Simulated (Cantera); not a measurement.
A closed system holds: 1 mol C3H6, 0.7 mol O2, 0.93 mol N2, 0.048 mol H2O, equilibrated at 0.133 bar.

Method: chemical equilibrium by Gibbs-energy minimisation in Cantera with the NASA 1993 tables (ideal gas, pure condensed phases). Candidate condensed phases: C, C6H6, C7H8, C8H18, H2O; 136 gas species. The numbers say what is thermodynamically allowed, not how fast it happens.

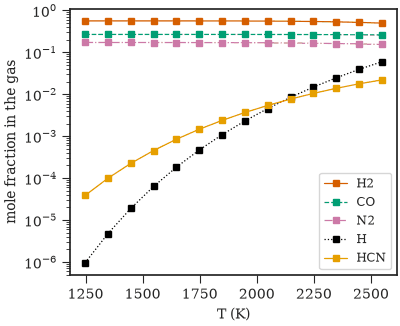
Equilibrium gas composition (values under 1e-9 drawn at 1e-9)

Task: Read off the mole fractions at 1648 K.

Result: H2 about 0.56, CO about 0.27, N2 about 0.17, HCN about 0.00085, H about 0.00018.
